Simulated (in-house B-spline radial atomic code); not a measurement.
# Ar¹²⁺: density, ELF and screening along the radius

Aim: the shell structure of Ar¹²⁺ in the radial density, the electron localisation function and the screened nuclear charge, under several settings.

The numbers are computed with in-house B-spline radial atomic code version 1 (several methods, spin-polarised, as named in each step; spherical all-electron atom at the radial basis limit), except any that are marked as measured or tabulated.

**1. The system**

```
element       : argon (Z = 18)
charge        : +12
electrons     : 6
configuration : [He] 2s2 2p2
nucleus       : point (non-relativistic runs) or finite (X2C runs)
```

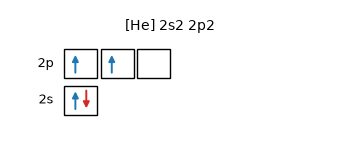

The shells outside the core, filled by Hund's rule for the drawing.

Where spins are not typed, each open shell is filled with up spins first.

**2. PBE, X2C, [He] 2s2 2p2**

The run's settings:

```ini
Z = 18
electrons = 6.0
configuration = [He] 2s2 2p2
hamiltonian = x2c
method = pbe,pbe
spin_polarised = True
nucleus = fermi
rms_radius = 3.4274
mass_number = 40
atomic_mass = 39.96238312204
speed_of_light = 137.035999084
```

Launch:

```console
> python run_scf.py task.json out
```

task.json lists these runs, among others, and the program works through them in turn.

**3. Hartree-Fock, X2C, [He] 2s2 2p2**

Changes to the settings of step 2:

```diff
@@ -4,3 +4,3 @@
 hamiltonian = x2c
-method = pbe,pbe
+method = hf
 spin_polarised = True
```

**4. revTPSS, X2C, [He] 2s2 2p2**

Changes to the settings of step 3:

```diff
@@ -4,3 +4,3 @@
 hamiltonian = x2c
-method = hf
+method = revtpss,revtpss
 spin_polarised = True
```

**5. LDA (VWN5), non-rel., [He] 2s1 2p2 3s1**

The run's settings:

```ini
Z = 18
electrons = 6.0
configuration = [He] 2s1 2p2 3s1
hamiltonian = nr
method = lda,vwn
spin_polarised = True
```

**6. PBE, X2C, [He] 2s1 2p3**

The run's settings:

```ini
Z = 18
electrons = 6.0
configuration = [He] 2s1 2p3
hamiltonian = x2c
method = pbe,pbe
spin_polarised = True
nucleus = fermi
rms_radius = 3.4274
mass_number = 40
atomic_mass = 39.96238312204
speed_of_light = 137.035999084
```

Q: How large is the system in each run, where do the shell borders lie, and what is the highest level?

**Answer**, as computed:

| run | total energy (hartree) | highest level (eV) | radius holding 50 / 90 / 99 % (bohr) | radius at n = 0.001 (bohr) | ELF minima on the full grid (bohr) |
| --- | --- | --- | --- | --- | --- |
| PBE, X2C, [He] 2s2 2p2 | -432.1119 | -654.01 | 0.246 / 0.508 / 0.761 | 1.11 | 0.16 |
| Hartree-Fock, X2C, [He] 2s2 2p2 | -432.0988 | -687.48 | 0.246 / 0.507 / 0.759 | 1.11 | 0.16 |
| revTPSS, X2C, [He] 2s2 2p2 | -432.2263 | -653.99 | 0.246 / 0.507 / 0.760 | 1.11 | 0.16 |
| LDA (VWN5), non-rel., [He] 2s1 2p2 3s1 | -413.8560 | -285.91 | 0.258 / 0.845 / 1.40 | 1.79 | 0.15, 0.58 |
| PBE, X2C, [He] 2s1 2p3 | -431.1304 | -653.53 | 0.233 / 0.495 / 0.751 | 1.11 | 0.16 |

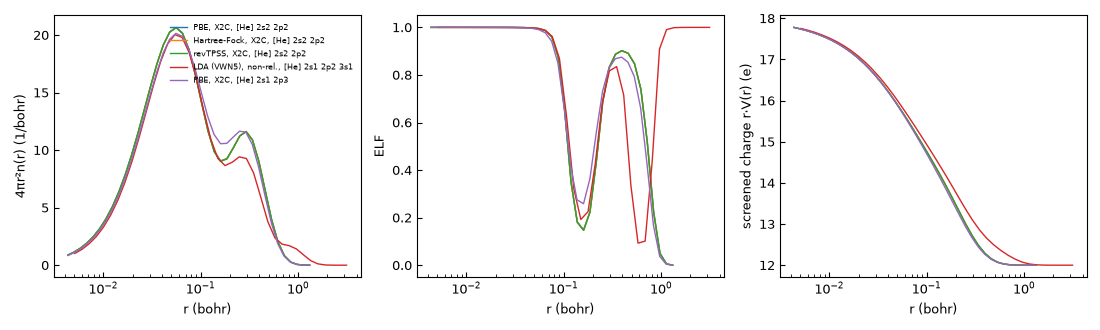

Radial density, ELF and screened nuclear charge of all runs.

**Reading.** In the first run ELF has 1 minimum on the grid, which marks the borders between shells. On the record's full grid the screened charge (r times the electrostatic potential) falls from 17.9 near the nucleus to 12.00 at 1.3 bohr; far out it tends to the net charge, 12. The radius that holds 99 % of the electrons runs from 0.751 bohr (PBE, X2C, [He] 2s1 2p3) to 1.40 bohr (LDA (VWN5), non-rel., [He] 2s1 2p2 3s1). The grid is coarse (about 16 % a step), so the places of minima are rough. For X2C runs ELF uses the non-relativistic kinetic energy density, and the fields carry no picture-change correction.
